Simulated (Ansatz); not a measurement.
# RbRuF3: relaxing a made-up structure, part 2 of 2

Starting from a made-up structure for RbRuF3, the aim is the relaxed cell, its shortest contacts and, where a second run follows, its electronic structure.

Ansatz 0.2.0; DFT, PBEsol, plane-wave PAW, files of the set soft_1, scalar-relativistic, no spin, cell and ions relaxed at zero pressure; PAW set soft_1 (the session's first sound run).

So far: The structure; Relaxation of the guess. The relaxed cell has a = 4.184 Å (conventional setting).

### Step 3. Electronic structure of the relaxed cell

A second self-consistent run takes a narrower smearing and the mesh shown in its input; the bands follow along the standard path of the relaxed lattice.

This step: DFT, PBEsol, plane-wave PAW, files of the set soft_1, scalar-relativistic, no spin, bands and density of states at the relaxed cell; PAW set soft_1 (Ansatz 0.2.0).

input.yaml reads:

```yaml
crystal:
  lattice:
    - [4.1844335125, 0.0, 0.0]
    - [0.0, 4.1844335125, 0.0]
    - [0.0, 0.0, 4.1844335125]
  atoms:
    - { symbol: Ru, position: [0.5, 0.5, 0.5] }
    - { symbol: Rb, position: [0.0, 0.0, 0.0] }
    - { symbol: F, position: [0.5, 0.0, 0.5] }
    - { symbol: F, position: [0.0, 0.5, 0.5] }
    - { symbol: F, position: [0.5, 0.5, 0.0] }
kpoints:
  mp_grid: { grid: [8, 8, 8] }
  band_path:
    path:
      - [[0.0, 0.0, 0.0], [0.0, 0.5, 0.0], [0.5, 0.5, 0.0], [0.0, 0.0, 0.0], [0.5, 0.5, 0.5], [0.0, 0.5, 0.0]]
      - [[0.5, 0.5, 0.0], [0.5, 0.5, 0.5]]
    npoints: 13
scf:
  occupations: { method: fermi_dirac, width: 0.03 }
  n_extra_bands: 9
hamiltonian:
  xc: pbesol
  pseudopotentials: { kind: paw, azcp: { folder: soft_1 }, xc_functional: pbe }
output:
  forces: true
  stress: true
  write_bands: true
  dos: { projected: true }
  write_density: true
  write_potential: true
  elf: true
  volumetric_format: npy
```

Run with:

```sh
$ ansatz run input.yaml --threads 4 --pin off --max-ram 8192MiB --backend cpu --events-out ev --progress --plain --runs-dir out
```

Numbers of over 12 decimals in the logs are rounded to 6 here.

The log of the run:

```text
[...]
Crystal: 5 atoms, lattice volume = 73.267 Å³
Basis set: ecut = 420 eV, 1365 PW (Γ), exchange–correlation on 60×60×60 points (8 copies of the dense FFT grid, shifted against one another)
Bands: 32, of which v1, the nominal top of the filled ones, is band 23 counted from 1 (22 counted from 0)
Symmetry: 48 space group operations
[...]
k-points: 35 of 512
[...]
SCF iter   1: F=—  HF=-11440.328550 eV  |F-HF|=—  |Δ(HF+E_count)|=         —  Δρ=2.01e-1  dr2=2.37e1  ethr=3.10e-3  ⟨swp⟩=6.1  Hψ=4994  notcnv=0
[...]
SCF iter  10: F=-11434.685062 eV  HF=-11434.685062 eV  |F-HF|=4.68e-8  |Δ(HF+E_count)|=   7.76e-7  Δρ=4.62e-6  dr2=1.34e-8  ethr=2.17e-10  ⟨swp⟩=15.4  Hψ=8364  notcnv=0
SCF 1 converged in 10 iterations: F = -11434.685062 eV  dr2 = 1.34e-8
[...]
NSCF: frozen V_eff on 80 k-points
SCF converged after 10 iterations
Free energy (F): -11434.685062 eV
[...]
Internal energy: -11434.671119 eV  (E = F + TS)
E sigma→0 (E₀):  -11434.678091 eV
Entropy (-TS):   -0.013943 eV (-2.789 meV/atom)
Fermi energy:    9.478095 eV
[...]
--- Stress (GPa, compression-positive) ---
        0.020483       0.000000       0.000000
        0.000000       0.020483       0.000000
        0.000000       0.000000       0.020483
  P = ⅓ Tr σ = 0.0205 GPa (0.205 kbar)
--- Band table (eV; the first three rows and the last of 35) ---
  k-point 0: bands = [... 19 lower, 3.9667, 8.0130, 8.0130, 8.0130, 9.2058, 9.2058, 11.3794, 14.3527, ... 5 higher]
  k-point 1: bands = [... 19 lower, 3.9207, 8.0214, 8.1604, 8.1604, 9.2099, 9.5176, 11.6654, 14.4765, ... 5 higher]
  k-point 2: bands = [... 19 lower, 3.8299, 8.0417, 8.5049, 8.5049, 9.2192, 10.1120, 12.4606, 14.7892, ... 5 higher]
  k-point 34: bands = [... 19 lower, 4.2732, 9.5968, 9.5968, 9.5968, 12.3526, 12.3526, 14.5801, 14.5801, ... 5 higher]
```

The job ended after 2.5 s (4 threads of Intel Xeon at 2.60GHz (Ice Lake), shared host; peak memory 0.48 GiB).

In the SCF lines HF is the Harris–Foulkes energy and dr2 the Hartree energy of the density residual, in eV; the loop may stop once dr2 is under the threshold and the program's other checks hold. Hψ counts applications of the Hamiltonian.

Numbers from this step:

```yaml
free_energy: -11434.6851 eV
energy_at_zero_smearing: -11434.6781 eV
smearing_term_ts: 0.01394 eV
pressure: 0.02048 GPa
```

bands.tsv at the labelled points (eV, zero at the Fermi level; the bands that come nearest the Fermi level along the path):

| point | band 20 | band 21 | band 22 | band 23 | band 24 | band 25 | band 26 | band 27 |
| --- | --- | --- | --- | --- | --- | --- | --- | --- |
| Γ | -5.51 | -1.47 | -1.47 | -1.47 | -0.27 | -0.27 | 1.90 | 4.87 |
| X | -5.76 | -1.41 | -0.50 | -0.50 | -0.25 | 1.25 | 4.64 | 5.70 |
| M | -5.22 | -0.50 | -0.50 | 0.10 | 0.37 | 2.87 | 5.46 | 6.45 |
| Γ | -5.51 | -1.47 | -1.47 | -1.47 | -0.27 | -0.27 | 1.90 | 4.87 |
| R | -5.20 | 0.12 | 0.12 | 0.12 | 2.87 | 2.87 | 5.10 | 5.10 |
| X | -5.76 | -1.41 | -0.50 | -0.50 | -0.25 | 1.25 | 4.64 | 5.70 |
| M | -5.22 | -0.50 | -0.50 | 0.10 | 0.37 | 2.87 | 5.46 | 6.45 |
| R | -5.20 | 0.12 | 0.12 | 0.12 | 2.87 | 2.87 | 5.10 | 5.10 |

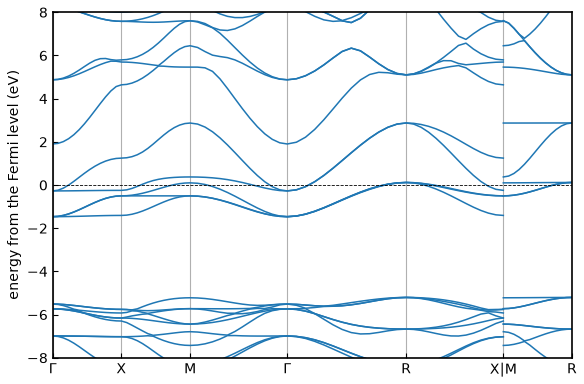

Bands along the path. 11 bands lie wholly below the window drawn.

Counts of states for the cell as run, both spins, by energy window (eV from the Fermi level):

| from | to | total |
| --- | --- | --- |
| -8 | -7 | 4.04 |
| -7 | -6 | 5.26 |
| -6 | -5 | 6.43 |
| -5 | -4 | 0.00 |
| -4 | -3 | 0.00 |
| -3 | -2 | 0.00 |
| -2 | -1 | 0.97 |
| -1 | 0 | 5.05 |
| 0 | 1 | 1.76 |
| 1 | 2 | 1.30 |
| 2 | 3 | 1.05 |
| 3 | 4 | 0.32 |
| 4 | 5 | 0.72 |
| 5 | 6 | 3.01 |

A further 24.3 states lie below the table's range.

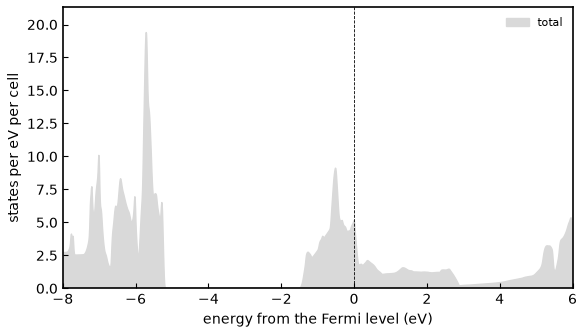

Total density of states, smoothed over about 0.04 eV.

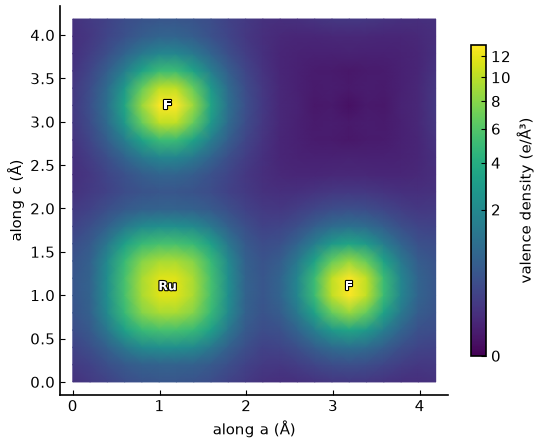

Valence density in the ac plane at fractional y = 0.500, with atoms of Ru and F within 0.2 Å of it. It is the smooth field of the valence electrons, not physical close to the nuclei. The map starts off the cell's origin, so that atoms lie inside it. The colour scale is stretched toward low values.

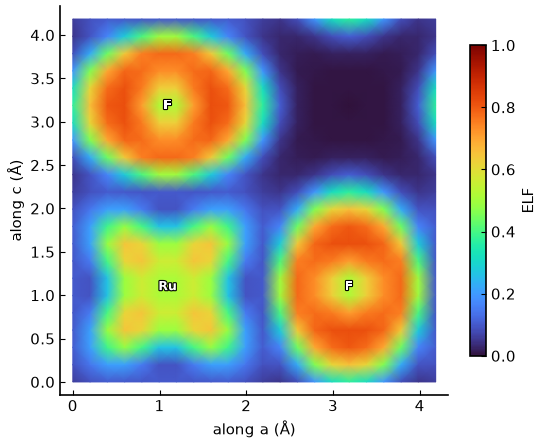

ELF in the ac plane at fractional y = 0.500, with atoms of Ru and F within 0.2 Å of it. It is the smooth field of the valence electrons, not physical close to the nuclei. The map starts off the cell's origin, so that atoms lie inside it.

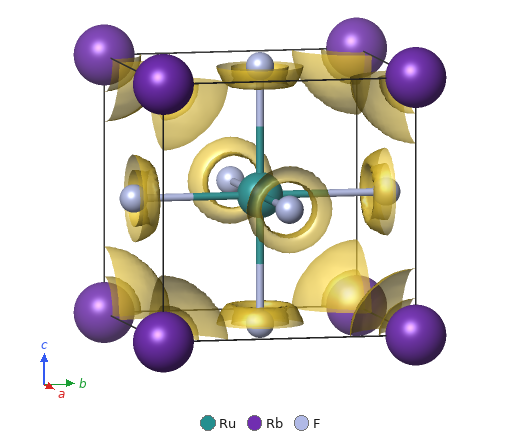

Surface of ELF = 0.8.

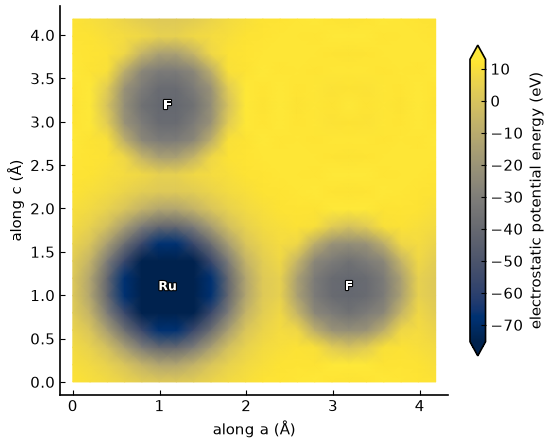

Electrostatic potential energy in the ac plane at fractional y = 0.500, with atoms of Ru and F within 0.2 Å of it. With pseudopotentials it is smooth inside the atoms' cores, unlike the true potential. The map starts off the cell's origin, so that atoms lie inside it.

### Step 4. Results

- space group, relaxed: Pm-3m
- conventional cell: a = 4.184, b = 4.184, c = 4.184 Å; α = 90.0°, β = 90.0°, γ = 90.0°
- volume per atom: 14.65 Å³ (guess 14.88)

**Reading.** RbRuF3 relaxes to Pm-3m with a = 4.184, b = 4.184 and c = 4.184 Å. The guessed volume was 2 % too large. The space group Pm-3m was held in the relaxation, so the end point is a stationary structure within it and may be a saddle against distortions or other arrangements. Bands cross the Fermi level, so it is a metal or semimetal at this level. Semilocal functionals can close a small real gap, so this isn't settled for compounds with anions. On the 8×8×8 mesh with the narrower smearing (relaxed on 6×6×6) the forces vanish, as symmetry may demand, and the largest stress component is 0.020 GPa, within the relaxation's thresholds of 0.015 eV/Å and 0.05 GPa. The cutoff wasn't tested. No dispersion term is used, so weakly bound directions may come out too long. The runs have no spin, and magnetism wasn't tested. Nothing here tests whether the compound is stable against decomposition.

[Logs are printed without paths, hosts, clocks, repeated set-up lines and the standing remarks that a program may print on its own settings, such as how far it seeks lower states.]

[Hosts, paths, dates, database ids (printed as entryN), source tags and the programs' standing remarks are cut or masked in the printed files.]
